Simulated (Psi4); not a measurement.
**GaHClO (SMILES [O][GaH][Cl]) at UTPSS/def2-SVPD**

What is the vertical doublet–quartet gap of GaHClO at UTPSS/def2-SVPD? 

The calculation is run with Psi4 1.11.

## Step 1: The system as given

The species is GaHClO (4 atoms), meant as a doublet with charge 0. As SMILES, `[O][GaH][Cl]`. Geometry: relaxed at PBE0-D4/def2-TZVP.

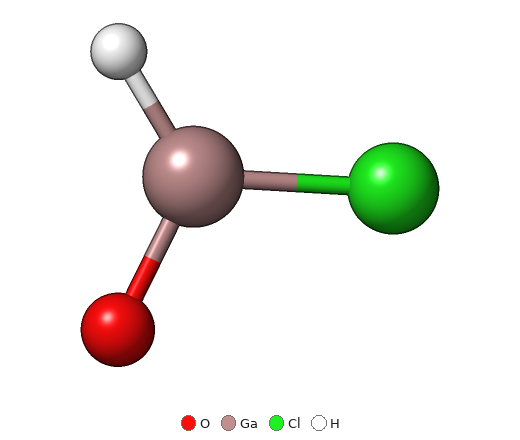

The structure, seen from a chosen angle (oxygen red, gallium pink, chlorine green, hydrogen white).

## Step 2: Energy and forces at UTPSS/def2-SVPD

File input.json:

```json
{
 "schema_name": "qcschema_input",
 "schema_version": 1,
 "molecule": {
  "schema_name": "qcschema_molecule",
  "schema_version": 2,
  "symbols": ["O", "Ga", "Cl", "H"],
  "geometry": [-3.28774551, -0.22242076, -0.40099988, 0.05839254, 0.27268748, -0.11565124, 1.98553524, -2.94287049, 1.33943788, 1.34869754, 2.77884227, -0.86114819],
  "molecular_charge": 0,
  "molecular_multiplicity": 2,
  "fix_symmetry": "c1",
  "fix_com": true,
  "fix_orientation": true
 },
 "driver": "gradient",
 "model": {
  "method": "tpss",
  "basis": "def2-SVPD"
 },
 "keywords": {
  "reference": "uks",
  "puream": true,
  "e_convergence": 1e-09,
  "d_convergence": 1e-08,
  "scf_type": "pk",
  "dft_radial_points": 99,
  "dft_spherical_points": 590,
  "maxiter": 100
 }
}
```

The run is started by

```console
$ psi4 --qcschema input.json -n 1 --memory 2200MB
```

stdout:

```text
[...]
  Running in c1 symmetry.
[...]
  Nuclear repulsion =  240.936455086215517
[...]
  Multiplicity = 2
[...]
  Nalpha       = 29
  Nbeta        = 28
[...]
    Number of basis functions: 96
[...]
   @UKS iter   1: -2457.98279505443270   -7.91435e-01   2.91096e-02 DIIS/ADIIS
[...]
   @UKS iter  18: -2460.45981672027574   -5.91172e-12   9.18745e-09 DIIS
[...]
   @S^2 Observed:                7.538493047E-01
[...]
    Orbital Energies [Eh]
    ---------------------
    Alpha Occupied:
       1A   -371.592212     2A   -100.989220     3A    -45.498947
       4A    -40.281507     5A    -40.278260     6A    -40.277123
       7A    -18.969028     8A     -9.260531     9A     -7.045073
      10A     -7.038804    11A     -7.037875    12A     -5.379721
      13A     -3.686560    14A     -3.679623    15A     -3.676172
      16A     -0.909720    17A     -0.808393    18A     -0.788113
      19A     -0.786694    20A     -0.785131    21A     -0.772912
      22A     -0.745986    23A     -0.441520    24A     -0.382698
      25A     -0.344485    26A     -0.333089    27A     -0.320450
      28A     -0.300377    29A     -0.298301
    Alpha Virtual:
[...]
  @UKS Final Energy: -2460.45981672027574
   => Energetics <=
    Nuclear Repulsion Energy =            240.9364550862155170
    One-Electron Energy =               -3901.7266578287130869
    Two-Electron Energy =                1312.5325141031939893
    DFT Exchange-Correlation Energy =    -112.2021280809722157
    Empirical Dispersion Energy =           0.0000000000000000
    VV10 Nonlocal Energy =                  0.0000000000000000
    Total Energy =                      -2460.4598167202757395
[...]
 Multipole Moments:
 ------------------------------------------------------------------------------------
     Multipole            Electronic (a.u.)      Nuclear  (a.u.)        Total (a.u.)
 ------------------------------------------------------------------------------------
 L = 1.  Multiply by 2.5417464519 to convert [e a0] to [Debye]
 Dipole X            :        -10.1620479           10.6110013            0.4489533
 Dipole Y            :         41.2044514          -40.5760103            0.6284412
 Dipole Z            :        -15.2847376           15.1161083           -0.1686293
 Magnitude           :                                                    0.7905272
[...]
  -Total Gradient:
     Atom            X                  Y                   Z
    ------   -----------------  -----------------  -----------------
       1        0.007765744033     0.001331025082     0.000585775931
       2       -0.001879241239    -0.009717209889     0.003348811008
       3       -0.005376624707     0.008965054048    -0.004065274418
       4       -0.000538058034    -0.000575491699     0.000125374949
[...]
```

The result, in JSON:

```text
{
 "driver": "gradient",
 "model": {
  "method": "tpss",
  "basis": "def2-SVPD"
 },
 "success": true,
 "return_result": [0.007765744032764005, 0.0013310250821343163, 0.0005857759310669633, -0.0018792412392260203, -0.00971720988876247, 0.0033488110080088576, -0.005376624707064112, 0.008965054047686188, -0.004065274418444884, -0.0005380580341658447, -0.000575491698933811, 0.00012537494919817593],
 "properties": {
  "calcinfo_nbasis": 96,
  "calcinfo_nmo": 96,
  "calcinfo_nalpha": 29,
  "calcinfo_nbeta": 28,
  "calcinfo_natom": 4,
  "nuclear_repulsion_energy": 240.93645508621552,
  "return_energy": -2460.4598167202757,
  "return_gradient": [0.007765744032764005, 0.0013310250821343163, 0.0005857759310669633, -0.0018792412392260203, -0.00971720988876247, 0.0033488110080088576, -0.005376624707064112, 0.008965054047686188, -0.004065274418444884, -0.0005380580341658447, -0.000575491698933811, 0.00012537494919817593],
  "scf_one_electron_energy": -3901.726657828713,
  "scf_two_electron_energy": 1312.532514103194,
  "scf_xc_energy": -112.20212808097222,
  "scf_dipole_moment": [0.4489533492621227, 0.6284411724307475, -0.168629274562754],
  "scf_total_energy": -2460.4598167202757,
  "scf_total_gradient": [0.007765744032764005, 0.0013310250821343163, 0.0005857759310669633, -0.0018792412392260203, -0.00971720988876247, 0.0033488110080088576, -0.005376624707064112, 0.008965054047686188, -0.004065274418444884, -0.0005380580341658447, -0.000575491698933811, 0.00012537494919817593],
  "scf_iterations": 18
 }
}
```

Wall time 82 s (1 thread of Intel Xeon Platinum 8259CL at 2.50GHz (Skylake/Cascade Lake), shared host); peak memory 1 GiB.

## Step 3: The quartet at the same level

File job.inp:

```
memory 2200 MB

molecule {
  0 4
  O     -1.739800    -0.117700    -0.212200
  Ga     0.030900     0.144300    -0.061200
  Cl     1.050700    -1.557300     0.708800
  H      0.713700     1.470500    -0.455700
  symmetry c1
  no_reorient
  no_com
}

set globals {
  reference            uks
  puream               true
  e_convergence        1e-09
  d_convergence        1e-08
  scf_type             pk
  dft_radial_points    99
  dft_spherical_points 590
  maxiter              100
}

E, wfn = gradient('tpss/def2-SVPD', return_wfn=True)
oeprop(wfn, 'MULLIKEN_CHARGES', 'LOWDIN_CHARGES', 'WIBERG_LOWDIN_INDICES')
```

The run is started by

```console
$ psi4 -i job.inp -o job.out -n 1
```

job.out:

```text
[...]
  Running in c1 symmetry.
[...]
  Nuclear repulsion =  240.936454910321658
[...]
  Multiplicity = 4
[...]
  Nalpha       = 30
  Nbeta        = 27
[...]
    Number of basis functions: 96
[...]
   @UKS iter   1: -2457.26567548415142   -7.43133e-02   2.99758e-02 DIIS/ADIIS
[...]
   @UKS iter  31: -2460.25778611837222   -5.91172e-12   1.69626e-09 DIIS
[...]
   @S^2 Observed:                3.757549759E+00
[...]
  @UKS Final Energy: -2460.25778611837222
   => Energetics <=
    Nuclear Repulsion Energy =            240.9364549103216575
    One-Electron Energy =               -3900.8966004544117823
    Two-Electron Energy =                1311.8157328645370399
    DFT Exchange-Correlation Energy =    -112.1133734388190817
    Empirical Dispersion Energy =           0.0000000000000000
    VV10 Nonlocal Energy =                  0.0000000000000000
    Total Energy =                      -2460.2577861183722234
[...]
 Multipole Moments:
 ------------------------------------------------------------------------------------
     Multipole            Electronic (a.u.)      Nuclear  (a.u.)        Total (a.u.)
 ------------------------------------------------------------------------------------
 L = 1.  Multiply by 2.5417464519 to convert [e a0] to [Debye]
 Dipole X            :        -10.8408904           10.6110012           -0.2298892
 Dipole Y            :         40.7120150          -40.5760104            0.1360046
 Dipole Z            :        -15.2008770           15.1161083           -0.0847687
 Magnitude           :                                                    0.2802357
[...]
  -Total Gradient:
     Atom            X                  Y                   Z
    ------   -----------------  -----------------  -----------------
       1        0.050146111534     0.004574597146     0.005392060981
       2       -0.038598292935    -0.018052624304     0.001047058551
       3       -0.011870260868     0.018755116396    -0.008519109829
       4        0.000285439313    -0.005271137652     0.002072458383
[...]
  Mulliken Charges: (a.u.)
   Center  Symbol    Alpha    Beta     Spin     Total
       1     O     4.82049  3.32546  1.49503 -0.14594
       2    GA    15.76393 14.78824  0.97569  0.44784
       3    CL     8.85494  8.55303  0.30191 -0.40797
       4     H     0.56065  0.33328  0.22737  0.10607
   Total alpha = 30.00000, Total beta = 27.00000, Total charge = -0.00000
  Lowdin Charges: (a.u.)
   Center  Symbol    Alpha    Beta     Spin     Total
       1     O     4.88369  3.31246  1.57123 -0.19615
       2    GA    15.75936 14.98574  0.77362  0.25490
[...]
```

Wall time 2.1 min (1 thread of Intel Xeon Platinum 8259CL at 2.50GHz (Skylake/Cascade Lake), shared host); peak memory 1 GiB.

## Step 4: Summary of results

Level: UTPSS/def2-SVPD.

| quantity | value |
| --- | --- |
| doublet: total energy | -2460.45982 Eh |
| doublet: dipole moment | 2.01 D |
| doublet: HOMO energy (highest over α and β) | -7.70 eV |
| doublet: LUMO energy (lowest over α and β) | -6.08 eV |
| doublet: ⟨S²⟩ | 0.754 |
| doublet: largest force on an atom | 0.577 eV/Å |
| quartet: total energy | -2460.25779 Eh |
| quartet: dipole moment | 0.71 D |
| quartet: HOMO energy (highest over α and β) | -2.94 eV |
| quartet: ⟨S²⟩ | 3.758 |
| quartet: largest force on an atom | 2.604 eV/Å |
| vertical energy of the quartet above the doublet | 5.498 eV |

In words: At this shape the quartet lies 5.50 eV (530 kJ/mol) above the doublet. The largest force (doublet) is 0.58 eV/Å: the shape isn't a stationary point for this species at this level.
